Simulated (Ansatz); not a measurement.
System (SMILES): [Cl][Al][Cl], doublet.
Atoms: Al1, Cl2, Cl3. Bonds: Al1-Cl2, Al1-Cl3.

Basis-set convergence of the optimised Al1-Cl2 bond length at HF with Ansatz (an electronic-structure program). Cartesian d functions, on some or all atoms, in 6-31G**, 6-311+G**; all else is spherical. The program fits the integrals of some runs and decomposes those of others, by size. Open shells are unrestricted. No added dispersion term, no relativity. Reference: the value in pcseg-3, 2.0974 Å. Deviations are taken from unrounded values.

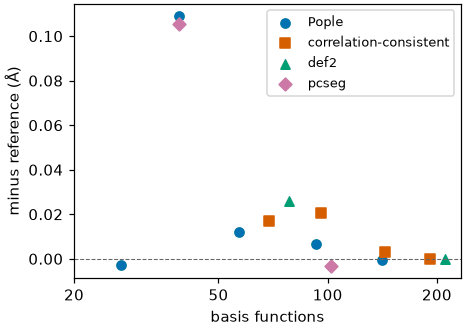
Figure. Deviation from the reference against the number of basis functions, by family of sets.

| basis | functions | optimised Al1-Cl2 bond length (Å) | minus reference (Å) |
|---|---|---|---|
| STO-3G | 27 | 2.0944 | -0.0030 |
| 3-21G | 39 | 2.2064 | 0.1089 |
| pcseg-0 | 39 | 2.2031 | 0.1057 |
| 6-31G** | 57 | 2.1094 | 0.0119 |
| cc-pV(D+d)Z | 69 | 2.1142 | 0.0168 |
| def2-SVPD | 78 | 2.1236 | 0.0261 |
| 6-311+G** | 93 | 2.1041 | 0.0067 |
| aug-cc-pV(D+d)Z | 96 | 2.1182 | 0.0207 |
| pcseg-2 | 102 | 2.0944 | -0.0030 |
| 6-311++G(3df,3pd) | 141 | 2.0967 | -0.0007 |
| jun-cc-pV(T+d)Z | 144 | 2.1005 | 0.0030 |
| cc-pV(Q+d)Z | 192 | 2.0974 | 0.0000 |
| def2-QZVPP | 210 | 2.0973 | -0.0001 |
